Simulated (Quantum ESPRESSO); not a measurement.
## What a tighter setting buys: ecutwfc, Sb₂Se₃ (Pnma, 20 atoms in the cell)

Cell: a = 13.2420 Å, b = 4.0225 Å, c = 14.5213 Å, α = 90.00°, β = 90.00°, γ = 90.00°.

Computed with PBEsol, PSlibrary PAW (PBE) pseudopotentials (plane waves; Quantum ESPRESSO).

Base settings: ecutwfc = 30 Ry; ecutrho = 180 Ry; occupations = smearing; smearing = gauss; degauss = 0.00147 Ry; input_dft = pbesol; potentials = {Sb: Sb.pbe-n-kjpaw_psl.1.0.0.UPF, Se: Se.pbe-n-kjpaw_psl.1.0.0.UPF}; K_POINTS = automatic 1 3 1 0 0 0; conv_thr = 1e-10 Ry; mixing_beta = 0.3.

Misses are taken against the tightest run, 60 Ry (ecutrho: 180 Ry → 360 Ry), which need not be fully converged itself. The energy is the free energy per atom.

The count of work is k-points × plane waves × bands × iterations; it is no time, and leaves out set-up, grids and terms that scale otherwise. Core times come from one kind of shared machine and are given to one figure; runs under 30 s give none.

The starting cell comes from a database of computed structures (which also holds hypothetical and non-ambient phases and stackings), without a prior relaxation at this level. Its lattice was rescaled by a random factor within 2.5 % of one. In the base run, with a pressure of about -3 GPa the cell is away from its equilibrium volume at this level. A gap is left out here, as mesh or smearing make it unsure.

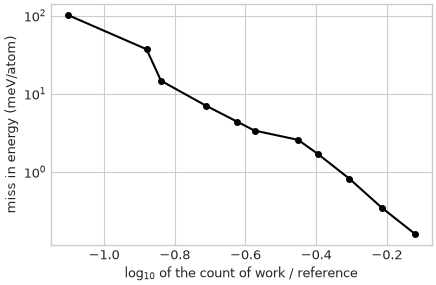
*Miss against the count of work; the reference run is not drawn, and misses under 0.1 meV/atom are drawn there.*

| ecutwfc | energy less reference (meV/atom) | pressure less reference (GPa) | largest difference in the force on any atom (eV/Å) | count of work / reference | core time / reference (rough) |
|---|---|---|---|---|---|
| 12 Ry (ecutrho: 180 Ry → 72 Ry) | 102.09 | -1.04 | 0.056 | 0.079 | 0.1 |
| 15 Ry (ecutrho: 180 Ry → 90 Ry) | 37.25 | -0.43 | 0.024 | 0.13 | 0.2 |
| 18 Ry (ecutrho: 180 Ry → 108 Ry) | 14.71 | -0.16 | 0.015 | 0.14 | 0.1 |
| 21 Ry (ecutrho: 180 Ry → 126 Ry) | 7.05 | -0.06 | 0.007 | 0.19 | 0.2 |
| 24 Ry (ecutrho: 180 Ry → 144 Ry) | 4.40 | -0.01 | 0.005 | 0.24 | 0.2 |
| 27 Ry (ecutrho: 180 Ry → 162 Ry) | 3.39 | 0.00 | 0.005 | 0.27 | 0.3 |
| 30 Ry | 2.58 | -0.01 | 0.003 | 0.35 | 0.3 |
| 34 Ry (ecutrho: 180 Ry → 204 Ry) | 1.71 | -0.01 | 0.001 | 0.40 | 0.3 |
| 39 Ry (ecutrho: 180 Ry → 234 Ry) | 0.82 | -0.01 | 0.000 | 0.49 | 0.4 |
| 45 Ry (ecutrho: 180 Ry → 270 Ry) | 0.35 | 0.00 | 0.000 | 0.61 | 0.5 |
| 52 Ry (ecutrho: 180 Ry → 312 Ry) | 0.16 | 0.00 | 0.000 | 0.76 | 0.6 |
| 60 Ry (ecutrho: 180 Ry → 360 Ry) | 0.00 | 0.00 | 0.000 | 1.0 | 1 |

Coarsest setting among those run that, with all tighter ones, holds the energy within 20 meV/atom of the reference: 18 Ry (ecutrho: 180 Ry → 108 Ry), off by 15 meV/atom; it needs 0.14 of the reference's count of work and about 0.1 of the reference's time.

Coarsest setting among those run that, with all tighter ones, holds the energy within 10 meV/atom of the reference: 21 Ry (ecutrho: 180 Ry → 126 Ry), off by 7.0 meV/atom; it needs 0.19 of the reference's count of work and about 0.2 of the reference's time.

The step from 21 Ry (ecutrho: 180 Ry → 126 Ry) to 45 Ry (ecutrho: 180 Ry → 270 Ry): it takes the miss in the energy from 7.0 to 0.35 meV/atom, for 3.1 times the count of work and roughly 2 times the time.
